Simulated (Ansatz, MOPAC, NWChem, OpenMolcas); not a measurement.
A ladder of methods for SiNH3ClO (SMILES [NH][SiH](O)Cl)

The runs start from one conformer, not always the lowest.

SiNH3ClO, doublet, SMILES `[NH][SiH](O)Cl`. Each level relaxes the structure for itself.

Quantity: the zero-point energy at each level's own minimum, in kJ/mol. The values are calculated.

```tsv
level	kind	program	value (kJ/mol)
AM1	semi-empirical	MOPAC	95.1
MNDO	semi-empirical	MOPAC	103.2
MNDOD	semi-empirical	MOPAC	102.7
PM7	semi-empirical	MOPAC	86.5
UHF/3-21G	Hartree–Fock	OpenMolcas	101.1
UHF/6-31G* (spherical functions)	Hartree–Fock	NWChem	105.4
UHF/6-31G* (Cartesian functions)	Hartree–Fock	OpenMolcas	105.4
UBP86-D3(BJ)/def2-SVP	GGA	NWChem	94.9
UPBE0-D4/def2-TZVP	global hybrid	Ansatz	98.6
```

Harmonic and unscaled. The values span 86.5 to 105.4 kJ/mol.

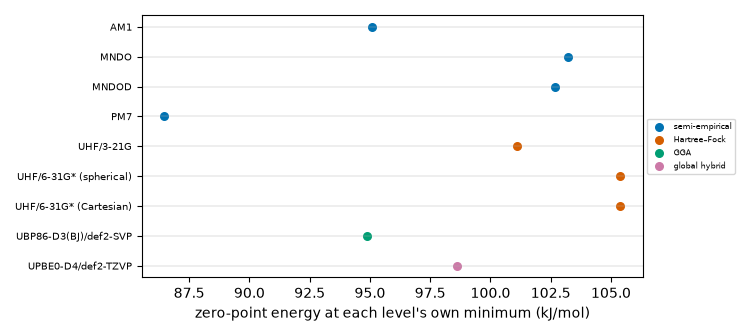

The values of the table, level by level.
